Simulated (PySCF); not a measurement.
**C6H14N2Si (SMILES C#CC[C@H](CNC)N[SiH3]): density, localisation and related maps**

Input

```
{"job": {"kind": "nmr", "xc": "PBE0", "basis": "pcSseg-1"}, "charge": 0, "multiplicity": 1}
C      2.659773    -2.586817     0.510977
C      2.220654    -1.651546    -0.092815
C      1.686410    -0.515930    -0.811636
C      0.521348     0.153426    -0.055666
C     -0.682340    -0.787685     0.035278
N     -1.676851    -0.227937     0.926439
C     -2.934890    -0.939769     0.892236
N      0.126931     1.390215    -0.684031
Si     0.794619     2.924591    -0.300149
H      3.046286    -3.407829     1.036730
H      2.478787     0.224534    -0.954555
H      1.338933    -0.842844    -1.797508
H      0.845718     0.392272     0.961276
H     -1.080738    -0.960060    -0.984938
H     -0.362155    -1.753919     0.437916
H     -1.818899     0.747816     0.676434
H     -3.384435    -0.993376    -0.113018
H     -2.768118    -1.959167     1.243452
H     -3.638230    -0.451232     1.564014
H     -0.218735     1.236386    -1.620542
H     -0.005255     3.856413    -1.092064
H      0.627189     3.090230     1.142214
H      2.219248     3.089213    -0.637030
```

Launched as:

```sh
OMP_NUM_THREADS=1 python probes_run.py task.json out
```

Geometry: GFN2-xTB.

The calculation used PySCF, PBE0/pcSseg-1, SCF density, gas phase, non-relativistic.

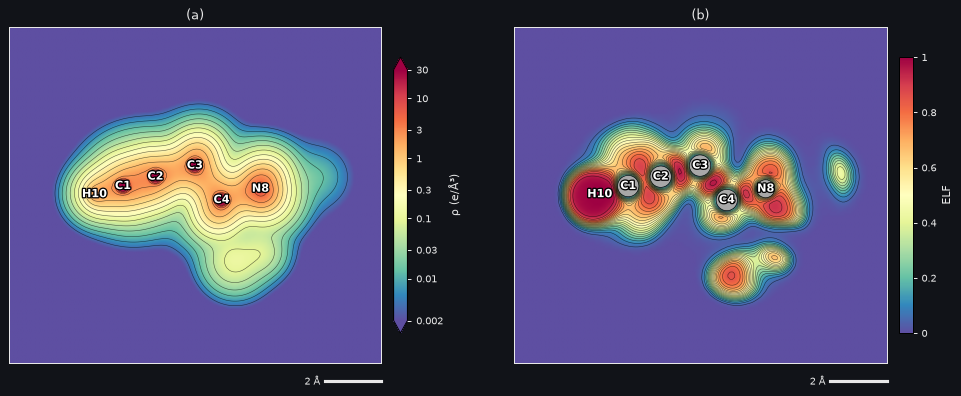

Figure 1. (a) electron density; (b) ELF on the plane of atoms C2, C3 and C4. Grey discs cover the atomic cores in the ELF map.

What do the fields say about this system?

Atoms in the plane: C, N and H. C–C (1.20 Å): the density is about 2.8 e/Å³ at the midpoint; the ELF peaks at about 0.85 between the atoms: a short, multiple covalent bond. C–N (1.44 Å): ρ at the midpoint is about 1.9 e/Å³; the ELF peaks at about 0.90 between the atoms, as expected for a covalent bond. C–H (1.05 Å): ρ at the midpoint is about 2.1 e/Å³; the ELF climbs to about 1 towards the hydrogen, as it does in any bond to H (an ordinary covalent bond to hydrogen). The ELF also peaks beside N8, away from the bonds: lone-pair regions.

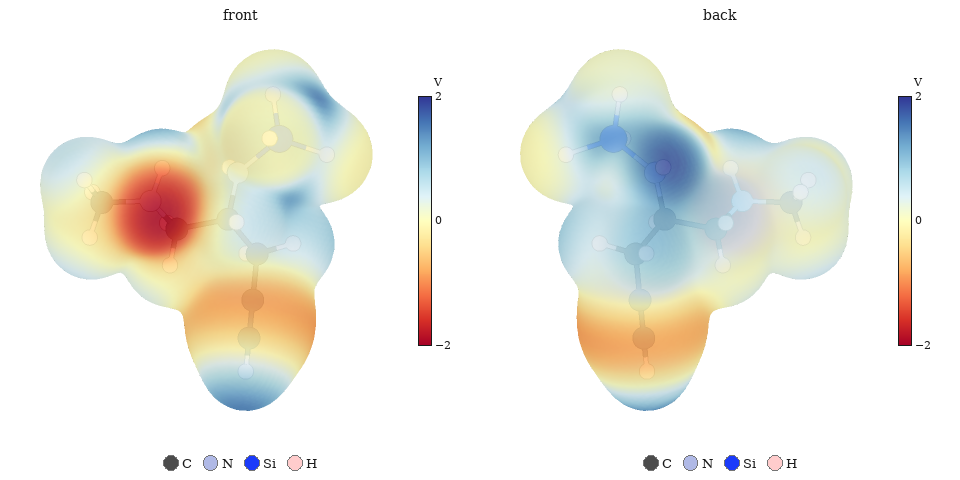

Figure 2. The molecular electrostatic potential painted on the density surface at 0.002 e/bohr³, seen from the front and from behind; the colour scale runs from red (negative) to blue (positive).

Which sites attract a positive test charge, and which a negative one?

A positive charge is drawn to the negative regions and a negative charge to the positive ones. The most negative region (about −1.8 V, or −42 kcal/mol for a unit charge) lies over N6, the most positive (about +1.7 V, or +39 kcal/mol for a unit charge) over H20. N6 is the likeliest acceptor of a hydrogen bond.

What dipole moment does the calculation give?

Its dipole moment is 1.61 D.
